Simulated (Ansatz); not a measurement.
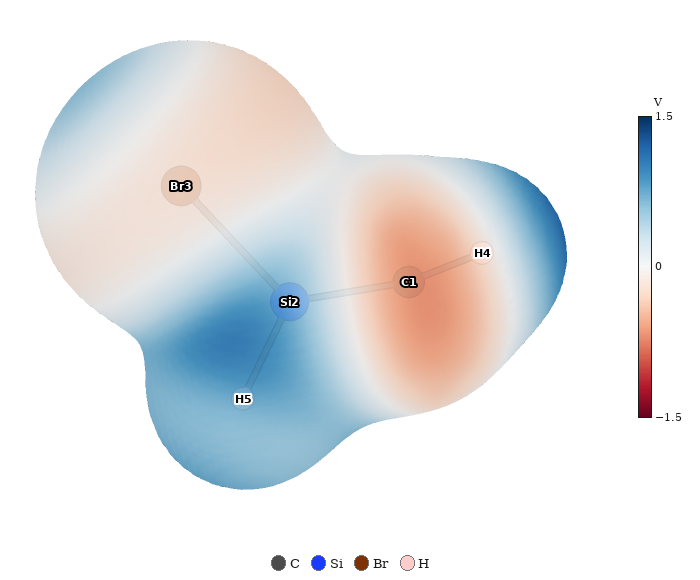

CH2BrSi (doublet). The molecular electrostatic potential painted on the density surface at 0.002 e/bohr³, seen at a tilt; red is negative and blue positive.

Computed with UKS PBE-D4/def2-SVP in Ansatz.

Input file:

```
crystal:
  periodic: [false, false, false]
  atoms:
    - { symbol: C, position_ang: [-1.18672, -0.65397, -0.18787] }
    - { symbol: Si, position_ang: [0.2994, 0.27849, 0.00081] }
    - { symbol: Br, position_ang: [1.84804, -0.94486, 1.06701] }
    - { symbol: H, position_ang: [-0.94357, 0.65977, -0.61827] }
    - { symbol: H, position_ang: [1.07428, 1.50516, -0.19252] }
magnetization:
  spin_polarized: true
  initial_magnetization: 1
basis:
  gaussian: { orbitals: def2-SVP }
hamiltonian:
  xc: pbe
  dispersion: d4
relax:
  f_tol: 0.02
  max_steps: 50
output:
  orbitals: {}
```

Launched as:

```sh
ansatz run input.yaml --threads 2 --pin off --max-ram 3072MiB --backend cpu --events-out ev --progress --plain --runs-dir out
```

The fields are those of the run's last geometry, not of the input's.

Describe the electrostatic potential map.

Answer. The most negative region (about −0.7 V) lies over C1, the most positive (about +1.2 V) over H4. Br3 shows a σ-hole: about +0.6 V at the tip opposite its bond, against about −0.2 V on its flanks.
